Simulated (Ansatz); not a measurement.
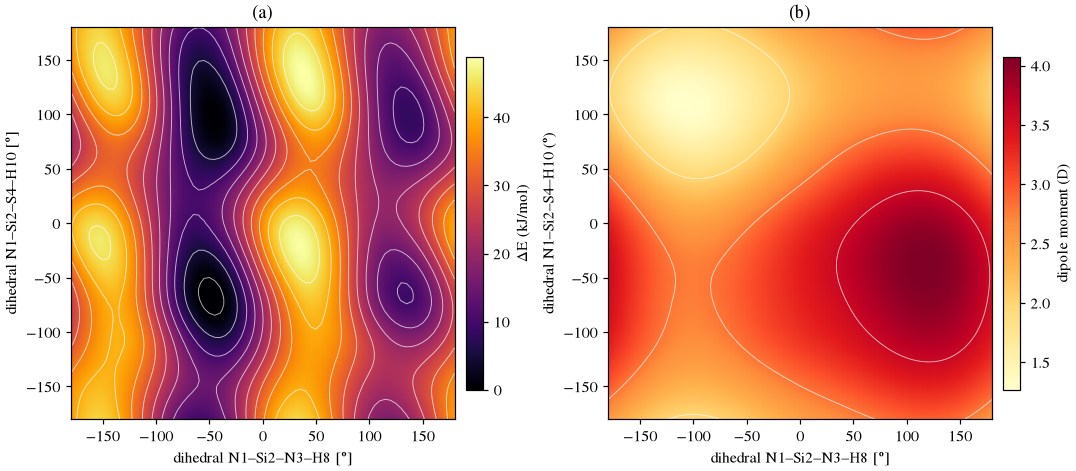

ClH5N2SSi, SMILES N[Si](N)(S)Cl. First axis: dihedral N1–Si2–N3–H8. Second axis: dihedral N1–Si2–S4–H10. Nothing is relaxed (all other coordinates rigid). The grid has 10 × 10 points. Energies are in kJ/mol, from the lowest grid point. The calculation used RKS PBE-D4/def2-SVP (Ansatz).

Panel (a) is the energy; panel (b) is the computed dipole moment, in D.

The picture shows a smooth colour map with a few white contour lines. Between grid points the surface is interpolated.

> How does the dipole moment vary over the map, and what is it at the lowest grid point?

Leaving out the highest fifth of the energies, it runs from 1.27 D at dihedral N1–Si2–N3–H8 = −108°, dihedral N1–Si2–S4–H10 = 108° to 4.07 D at dihedral N1–Si2–N3–H8 = 108°, dihedral N1–Si2–S4–H10 = −36°. At the lowest grid point, dihedral N1–Si2–N3–H8 = −36°, dihedral N1–Si2–S4–H10 = −72°, it is 3.08 D.

| dihedral N1–Si2–S4–H10 ↓, dihedral N1–Si2–N3–H8 → | −180 | −144 | −108 | −72 | −36 | 0 | 36 | 72 | 108 | 144 |
| --- | --- | --- | --- | --- | --- | --- | --- | --- | --- | --- |
| 144 | 2.12 | 1.67 | 1.50 | 1.61 | 1.87 | 2.16 | 2.39 | 2.53 | 2.59 | 2.48 |
| 108 | 2.05 | 1.52 | 1.27 | 1.43 | 1.76 | 2.10 | 2.38 | 2.54 | 2.60 | 2.46 |
| 72 | 2.42 | 1.89 | 1.57 | 1.66 | 1.99 | 2.37 | 2.69 | 2.91 | 2.99 | 2.84 |
| 36 | 2.93 | 2.40 | 2.09 | 2.14 | 2.44 | 2.79 | 3.11 | 3.38 | 3.52 | 3.38 |
| 0 | 3.37 | 2.83 | 2.54 | 2.59 | 2.86 | 3.18 | 3.47 | 3.76 | 3.93 | 3.82 |
| −36 | 3.56 | 3.02 | 2.75 | 2.82 | 3.06 | 3.35 | 3.61 | 3.89 | 4.07 | 3.99 |
| −72 | 3.54 | 3.01 | 2.76 | 2.85 | 3.08 | 3.32 | 3.55 | 3.80 | 3.99 | 3.93 |
| −108 | 3.38 | 2.91 | 2.66 | 2.73 | 2.96 | 3.18 | 3.38 | 3.60 | 3.77 | 3.73 |
| −144 | 3.03 | 2.61 | 2.39 | 2.44 | 2.65 | 2.86 | 3.04 | 3.24 | 3.39 | 3.35 |
| −180 | 2.55 | 2.15 | 1.95 | 2.02 | 2.24 | 2.48 | 2.65 | 2.81 | 2.92 | 2.87 |
